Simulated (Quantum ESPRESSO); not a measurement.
# ordered Ga(1-x)In(x)P in the cubic cell, stepped through the share x of In, part 3 of 7

Aim: how the results for ordered Ga(1-x)In(x)P in the cubic cell change with the share x of In.

Quantum ESPRESSO 7.5; plane-wave DFT, LDA, GBRV ultrasoft pseudopotentials.

So far. Step 2 (Variable-cell relaxation, 0):  The last row is no step: it is a fresh SCF in the final cell with a new plane-wave basis, +2 meV from the row before.

### Step 4. Complex bands with pwcond.x, 0

Level of this step: complex band structure by pwcond; plane-wave DFT, LDA, GBRV ultrasoft pseudopotentials (Quantum ESPRESSO).

pwcond with ikind = 0 solves for the decaying states at each energy.

m0.cbs.in reads:

```
&inputcond
  outdir = './out'
  prefixl = 'm0.scf'
  band_file = 'm0.cbs'
  ikind = 0
  ewind = 4.0
  epsproj = 1e-05
  nz1 = 7
  energy0 = 3.5
  denergy = -0.1
/
3
  0.00000000 0.00000000 1.00000000
  0.50000000 0.00000000 1.00000000
  0.50000000 0.50000000 1.00000000
46
```

On the command line:

```bash
OMP_NUM_THREADS=1 mpirun -n 4 pwcond.x -in m0.cbs.in > m0.cbs.out
```

The program printed:

```text
[banner, memory and clock lines left out]
Program PWCOND v.7.5 starts

          URL

     ./out/m0.scf.save/

     IMPORTANT: XC functional enforced from input :
     Exchange-correlation= PZ
                           (   1   1   0   0   0   0   0)
     Any further DFT definition will be discarded
     Please, verify this is what you really want

     Check: negative core charge=   -0.000001
     Reading collected, re-writing distributed wavefunctions

===== INPUT FILE containing the left lead =====

     GEOMETRY:

     lattice parameter (alat)  =      10.1861  a.u.
     the volume                =    1056.8747 (a.u.)^3
     the cross section         =     103.7566 (a.u.)^2
     l of the unit cell        =       1.0000 (alat)
     number of atoms/cell      =            8
     number of atomic types    =            2

     crystal axes: (cart. coord. in units of alat)
               a(1) = (  1.0000  0.0000  0.0000 )
               a(2) = (  0.0000  1.0000  0.0000 )
               a(3) = (  0.0000  0.0000  1.0000 )

   Cartesian axes

     site n.     atom                  positions (alat units)
          1        Ga     tau(  1)=(  0.0000  0.0000  1.0000  )
          2        Ga     tau(  2)=(  0.5000  0.5000  1.0000  )
          3        Ga     tau(  3)=(  0.5000  0.0000  0.5000  )
          4        Ga     tau(  4)=(  0.0000  0.5000  0.5000  )
          5        P      tau(  5)=(  0.2500  0.2500  0.2500  )
          6        P      tau(  6)=(  0.7500  0.7500  0.2500  )
          7        P      tau(  7)=(  0.7500  0.2500  0.7500  )
          8        P      tau(  8)=(  0.2500  0.7500  0.7500  )

     nr1s                      =           45
     nr2s                      =           45
     nr3s                      =           45
     nr1sx                     =           45
     nr2sx                     =           45
     nr3sx                     =           45
     nr1                       =           45
     nr2                       =           45
     nr3                       =           45
     nr1x                      =           45
     nr2x                      =           45
     nr3x                      =           45

 _______________________________
  Radii of nonlocal spheres:

     type       ibeta     ang. mom.          radius (alat units)
       Ga         1         0                    0.1789
       Ga         2         0                    0.1789
       Ga         3         1                    0.1789
       Ga         4         1                    0.1789
       Ga         5         2                    0.1789
       Ga         6         2                    0.1789
       P          1         0                    0.1477
       P          2         0                    0.1477
       P          3         1                    0.1477
       P          4         1                    0.1477
       P          5         2                    0.1477
       P          6         2                    0.1477
----- General information -----

----- Complex band structure calculation -----

     nrx                       =           45
     nry                       =           45
     nz1                       =            7

     energy0               =         3.5E+00
     denergy               =        -1.0E-01
     nenergy               =         46
     ecut2d                =         4.0E+01
     ewind                 =         4.0E+00
     epsproj               =         1.0E-05

     number of k_|| points=    3
                       cryst. coord.
        k(    1) = (   0.0000000   0.0000000), wk =   0.3333333
        k(    2) = (   0.5000000   0.0000000), wk =   0.3333333
        k(    3) = (   0.5000000   0.5000000), wk =   0.3333333
----- Information about left lead -----

     nocros                   =           36
     noins                    =          108
     norb                     =          180
     norbf                    =          180
     nrz                      =           45

      iorb      type   ibeta   ang. mom.   m       position (alat)
        1        1       1        0        1   taunew(   1)=(  0.0000  0.0000  0.0000)
        2        1       2        0        1   taunew(   2)=(  0.0000  0.0000  0.0000)
        3        1       3        1        1   taunew(   3)=(  0.0000  0.0000  0.0000)
        4        1       3        1        2   taunew(   4)=(  0.0000  0.0000  0.0000)
        5        1       3        1        3   taunew(   5)=(  0.0000  0.0000  0.0000)
        6        1       4        1        1   taunew(   6)=(  0.0000  0.0000  0.0000)
        7        1       4        1        2   taunew(   7)=(  0.0000  0.0000  0.0000)
        8        1       4        1        3   taunew(   8)=(  0.0000  0.0000  0.0000)
        9        1       5        2        1   taunew(   9)=(  0.0000  0.0000  0.0000)
       10        1       5        2        2   taunew(  10)=(  0.0000  0.0000  0.0000)
       11        1       5        2        3   taunew(  11)=(  0.0000  0.0000  0.0000)
       12        1       5        2        4   taunew(  12)=(  0.0000  0.0000  0.0000)
       13        1       5        2        5   taunew(  13)=(  0.0000  0.0000  0.0000)
       14        1       6        2        1   taunew(  14)=(  0.0000  0.0000  0.0000)
       15        1       6        2        2   taunew(  15)=(  0.0000  0.0000  0.0000)
       16        1       6        2        3   taunew(  16)=(  0.0000  0.0000  0.0000)
       17        1       6        2        4   taunew(  17)=(  0.0000  0.0000  0.0000)
       18        1       6        2        5   taunew(  18)=(  0.0000  0.0000  0.0000)
       19        1       1        0        1   taunew(  19)=(  0.5000  0.5000  0.0000)
       20        1       2        0        1   taunew(  20)=(  0.5000  0.5000  0.0000)
       21        1       3        1        1   taunew(  21)=(  0.5000  0.5000  0.0000)
       22        1       3        1        2   taunew(  22)=(  0.5000  0.5000  0.0000)
       23        1       3        1        3   taunew(  23)=(  0.5000  0.5000  0.0000)
       24        1       4        1        1   taunew(  24)=(  0.5000  0.5000  0.0000)
       25        1       4        1        2   taunew(  25)=(  0.5000  0.5000  0.0000)
       26        1       4        1        3   taunew(  26)=(  0.5000  0.5000  0.0000)
       27        1       5        2        1   taunew(  27)=(  0.5000  0.5000  0.0000)
       28        1       5        2        2   taunew(  28)=(  0.5000  0.5000  0.0000)
       29        1       5        2        3   taunew(  29)=(  0.5000  0.5000  0.0000)
       30        1       5        2        4   taunew(  30)=(  0.5000  0.5000  0.0000)
[...]
116        2       4        1        3   taunew( 116)=(  0.7500  0.2500  0.7500)
      117        2       5        2        1   taunew( 117)=(  0.7500  0.2500  0.7500)
      118        2       5        2        2   taunew( 118)=(  0.7500  0.2500  0.7500)
      119        2       5        2        3   taunew( 119)=(  0.7500  0.2500  0.7500)
      120        2       5        2        4   taunew( 120)=(  0.7500  0.2500  0.7500)
      121        2       5        2        5   taunew( 121)=(  0.7500  0.2500  0.7500)
      122        2       6        2        1   taunew( 122)=(  0.7500  0.2500  0.7500)
      123        2       6        2        2   taunew( 123)=(  0.7500  0.2500  0.7500)
      124        2       6        2        3   taunew( 124)=(  0.7500  0.2500  0.7500)
      125        2       6        2        4   taunew( 125)=(  0.7500  0.2500  0.7500)
      126        2       6        2        5   taunew( 126)=(  0.7500  0.2500  0.7500)
      127        2       1        0        1   taunew( 127)=(  0.2500  0.7500  0.7500)
      128        2       2        0        1   taunew( 128)=(  0.2500  0.7500  0.7500)
      129        2       3        1        1   taunew( 129)=(  0.2500  0.7500  0.7500)
      130        2       3        1        2   taunew( 130)=(  0.2500  0.7500  0.7500)
      131        2       3        1        3   taunew( 131)=(  0.2500  0.7500  0.7500)
      132        2       4        1        1   taunew( 132)=(  0.2500  0.7500  0.7500)
      133        2       4        1        2   taunew( 133)=(  0.2500  0.7500  0.7500)
      134        2       4        1        3   taunew( 134)=(  0.2500  0.7500  0.7500)
      135        2       5        2        1   taunew( 135)=(  0.2500  0.7500  0.7500)
      136        2       5        2        2   taunew( 136)=(  0.2500  0.7500  0.7500)
      137        2       5        2        3   taunew( 137)=(  0.2500  0.7500  0.7500)
      138        2       5        2        4   taunew( 138)=(  0.2500  0.7500  0.7500)
      139        2       5        2        5   taunew( 139)=(  0.2500  0.7500  0.7500)
      140        2       6        2        1   taunew( 140)=(  0.2500  0.7500  0.7500)
      141        2       6        2        2   taunew( 141)=(  0.2500  0.7500  0.7500)
      142        2       6        2        3   taunew( 142)=(  0.2500  0.7500  0.7500)
      143        2       6        2        4   taunew( 143)=(  0.2500  0.7500  0.7500)
      144        2       6        2        5   taunew( 144)=(  0.2500  0.7500  0.7500)
      145        1       1        0        1   taunew( 145)=(  0.0000  0.0000  1.0000)
      146        1       2        0        1   taunew( 146)=(  0.0000  0.0000  1.0000)
      147        1       3        1        1   taunew( 147)=(  0.0000  0.0000  1.0000)
      148        1       3        1        2   taunew( 148)=(  0.0000  0.0000  1.0000)
      149        1       3        1        3   taunew( 149)=(  0.0000  0.0000  1.0000)
      150        1       4        1        1   taunew( 150)=(  0.0000  0.0000  1.0000)
      151        1       4        1        2   taunew( 151)=(  0.0000  0.0000  1.0000)
      152        1       4        1        3   taunew( 152)=(  0.0000  0.0000  1.0000)
      153        1       5        2        1   taunew( 153)=(  0.0000  0.0000  1.0000)
      154        1       5        2        2   taunew( 154)=(  0.0000  0.0000  1.0000)
      155        1       5        2        3   taunew( 155)=(  0.0000  0.0000  1.0000)
      156        1       5        2        4   taunew( 156)=(  0.0000  0.0000  1.0000)
      157        1       5        2        5   taunew( 157)=(  0.0000  0.0000  1.0000)
      158        1       6        2        1   taunew( 158)=(  0.0000  0.0000  1.0000)
      159        1       6        2        2   taunew( 159)=(  0.0000  0.0000  1.0000)
      160        1       6        2        3   taunew( 160)=(  0.0000  0.0000  1.0000)
      161        1       6        2        4   taunew( 161)=(  0.0000  0.0000  1.0000)
      162        1       6        2        5   taunew( 162)=(  0.0000  0.0000  1.0000)
      163        1       1        0        1   taunew( 163)=(  0.5000  0.5000  1.0000)
      164        1       2        0        1   taunew( 164)=(  0.5000  0.5000  1.0000)
      165        1       3        1        1   taunew( 165)=(  0.5000  0.5000  1.0000)
      166        1       3        1        2   taunew( 166)=(  0.5000  0.5000  1.0000)
      167        1       3        1        3   taunew( 167)=(  0.5000  0.5000  1.0000)
      168        1       4        1        1   taunew( 168)=(  0.5000  0.5000  1.0000)
      169        1       4        1        2   taunew( 169)=(  0.5000  0.5000  1.0000)
      170        1       4        1        3   taunew( 170)=(  0.5000  0.5000  1.0000)
      171        1       5        2        1   taunew( 171)=(  0.5000  0.5000  1.0000)
      172        1       5        2        2   taunew( 172)=(  0.5000  0.5000  1.0000)
      173        1       5        2        3   taunew( 173)=(  0.5000  0.5000  1.0000)
      174        1       5        2        4   taunew( 174)=(  0.5000  0.5000  1.0000)
      175        1       5        2        5   taunew( 175)=(  0.5000  0.5000  1.0000)
      176        1       6        2        1   taunew( 176)=(  0.5000  0.5000  1.0000)
      177        1       6        2        2   taunew( 177)=(  0.5000  0.5000  1.0000)
      178        1       6        2        3   taunew( 178)=(  0.5000  0.5000  1.0000)
      179        1       6        2        4   taunew( 179)=(  0.5000  0.5000  1.0000)
      180        1       6        2        5   taunew( 180)=(  0.5000  0.5000  1.0000)
 ngper, shell number =          333          46
 ngper, n2d =          333         333
---  E-Ef =    3.5000000  k =    0.0000000   0.0000000
---  ie =          1  ik =          1
 Nchannels of the left tip =            7
 Right moving states:
   k1(2pi/a)   k2(2pi/a)   E-Ef (eV)
  -0.1526943  -0.0000000   3.5000000
   0.2616370   0.0000000   3.5000000
   0.3264042   0.0000000   3.5000000
   0.3264094   0.0000000   3.5000000
   0.3504555   0.0000000   3.5000000
   0.3504555   0.0000000   3.5000000
   0.4706646   0.0000000   3.5000000
 Left moving states:
   k1(2pi/a)   k2(2pi/a)   E-Ef (eV)
   0.1526943  -0.0000000   3.5000000
  -0.2616370   0.0000000   3.5000000
  -0.3264042   0.0000000   3.5000000
  -0.3264094  -0.0000000   3.5000000
  -0.3504555   0.0000000   3.5000000
  -0.3504555   0.0000000   3.5000000
  -0.4706646   0.0000000   3.5000000

---  E-Ef =    3.4000000  k =    0.0000000   0.0000000
---  ie =          2  ik =          1
 Nchannels of the left tip =            7
 Right moving states:
   k1(2pi/a)   k2(2pi/a)   E-Ef (eV)
  -0.1894096  -0.0000000   3.4000000
   0.2360868   0.0000000   3.4000000
   0.3156750   0.0000000   3.4000000
   0.3156802   0.0000000   3.4000000
   0.3398441   0.0000000   3.4000000
   0.3398441   0.0000000   3.4000000
   0.4512343   0.0000000   3.4000000
 Left moving states:
   k1(2pi/a)   k2(2pi/a)   E-Ef (eV)
   0.1894096  -0.0000000   3.4000000
  -0.2360868   0.0000000   3.4000000
  -0.3156750   0.0000000   3.4000000
  -0.3156802  -0.0000000   3.4000000
  -0.3398441   0.0000000   3.4000000
  -0.3398441   0.0000000   3.4000000
  -0.4512343   0.0000000   3.4000000
[... further energies and points left out ...]
---  E-Ef =   -0.9000000  k =    0.5000000   0.5000000
---  ie =         45  ik =          3
 Nchannels of the left tip =            0
 Right moving states:
   k1(2pi/a)   k2(2pi/a)   E-Ef (eV)
 Left moving states:
   k1(2pi/a)   k2(2pi/a)   E-Ef (eV)

---  E-Ef =   -1.0000000  k =    0.5000000   0.5000000
---  ie =         46  ik =          3
 Nchannels of the left tip =            0
 Right moving states:
   k1(2pi/a)   k2(2pi/a)   E-Ef (eV)
 Left moving states:
   k1(2pi/a)   k2(2pi/a)   E-Ef (eV)

Note: The following floating-point exceptions are signalling: IEEE_UNDERFLOW_FLAG
Note: The following floating-point exceptions are signalling: IEEE_UNDERFLOW_FLAG
Note: The following floating-point exceptions are signalling: IEEE_UNDERFLOW_FLAG
Note: The following floating-point exceptions are signalling: IEEE_UNDERFLOW_FLAG
```

Elapsed: 23 min, on 4 MPI ranks of Arm Neoverse V1, shared host; peak memory 0.66 GiB.

K across = (0, 0) in the cell's reciprocal vectors; values within 0.0025 1/Å of each other count once, columns are sorted by size at each energy, a dash where no further value was kept. Table of Im kz of the slowest decaying states by energy, zero at the highest filled level of the SCF mesh:

| energy (eV) | decay 1 (Å⁻¹) | decay 2 (Å⁻¹) | decay 3 (Å⁻¹) |
| --- | --- | --- | --- |
| -1.000 | 0.295 | 0.764 | 1.58 |
| -0.500 | 0.285 | 0.291 | 0.679 |
| 0.000 | 0.007 | 0.262 | 0.273 |
| 0.500 | 0.103 | 0.196 | 0.223 |
| 1.000 | 0.117 | 0.159 | 0.189 |
| 1.500 | 0.069 | 0.093 | 0.27 |
| 2.000 | 0.271 | 1.36 | 1.61 |
| 2.500 | 0.252 | 1.32 | 1.55 |
| 3.000 | 0.028 | 0.213 | 1.28 |
| 3.500 | 0.136 | 1.24 | 1.44 |

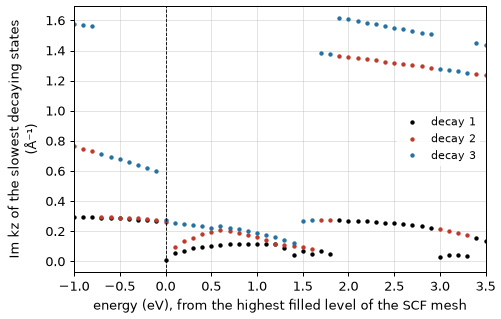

Im kz of the slowest decaying states, plotted against energy.

K across = (1/2, 0) in the cell's reciprocal vectors; values within 0.0025 1/Å of each other count once, columns are sorted by size at each energy, a dash where no further value was kept. Im kz of the slowest decaying states against energy, zero at the highest filled level of the SCF mesh:

| energy (eV) | decay 1 (Å⁻¹) | decay 2 (Å⁻¹) | decay 3 (Å⁻¹) |
| --- | --- | --- | --- |
| -1.000 | 0.136 | 0.212 | 0.713 |
| -0.500 | 0.24 | 0.253 | 0.652 |
| 0.000 | 0.247 | 0.302 | 0.6 |
| 0.500 | 0.237 | 0.322 | 0.554 |
| 1.000 | 0.209 | 0.32 | 0.51 |
| 1.500 | 0.158 | 0.302 | 0.465 |
| 2.000 | 0.02 | 0.265 | 0.414 |
| 2.500 | 0.203 | 0.354 | 0.929 |
| 3.000 | 0.059 | 0.274 | 0.846 |
| 3.500 | 0.135 | 0.753 | 1.30 |

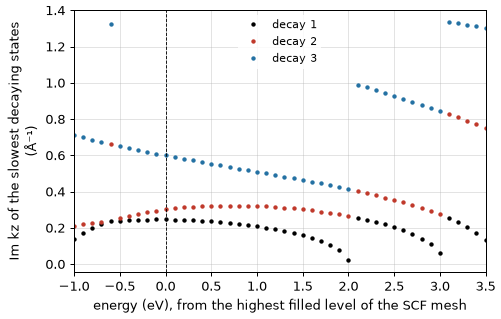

Im kz of the slowest decaying states against energy.

K across = (1/2, 1/2) in the cell's reciprocal vectors; values within 0.0025 1/Å of each other count once, columns are sorted by size at each energy, a dash where no further value was kept. The Im kz of the slowest decaying states by energy, zero at the highest filled level of the SCF mesh:

| energy (eV) | decay 1 (Å⁻¹) | decay 2 (Å⁻¹) | decay 3 (Å⁻¹) |
| --- | --- | --- | --- |
| -1.00 | 0.088 | 0.401 | 1.07 |
| -0.70 | 0.135 | 0.532 | 1.03 |
| -0.50 | 0.154 | 0.574 | 1.00 |
| -0.20 | 0.171 | 0.609 | 0.965 |
| 0.00 | 0.177 | 0.623 | 0.938 |
| 0.10 | 0.179 | 0.627 | 0.925 |
| 0.30 | 0.179 | 0.633 | 0.897 |
| 0.60 | 0.173 | 0.635 | 0.855 |
| 0.90 | 0.158 | 0.631 | 0.812 |
| 1.10 | 0.14 | 0.625 | 0.781 |
| 1.40 | 0.095 | 0.613 | 0.734 |
| 1.60 | 0.602 | 0.701 | 1.71 |
| 1.90 | 0.583 | 0.648 | 1.69 |
| 2.20 | 0.56 | 0.59 | 1.66 |
| 2.40 | 0.543 | 0.547 | 1.65 |
| 2.70 | 0.472 | 0.513 | 1.62 |
| 3.00 | 0.367 | 0.479 | 1.59 |
| 3.20 | 0.221 | 0.453 | 1.58 |
| 3.50 | 0.24 | 0.408 | 1.55 |

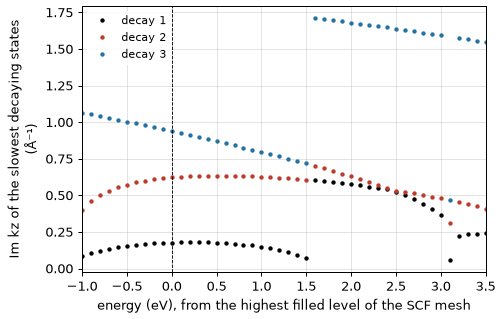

Im kz of the slowest decaying states, plotted against energy.

(Part 3 of 7 ends here.)

[Logs are printed without paths, hosts, clocks, repeated set-up lines and the standing remarks that a program may print on its own settings, such as how far it seeks lower states.]

[Hosts, paths, dates, database ids (printed as entryN), source tags and the programs' standing remarks are cut or masked in the printed files.]

[Maps of the electrostatic potential energy from Ansatz leave out the sawtooth potential of an applied field or a dipole correction, so their vacuum need not be flat; planar profiles and work functions include it.]
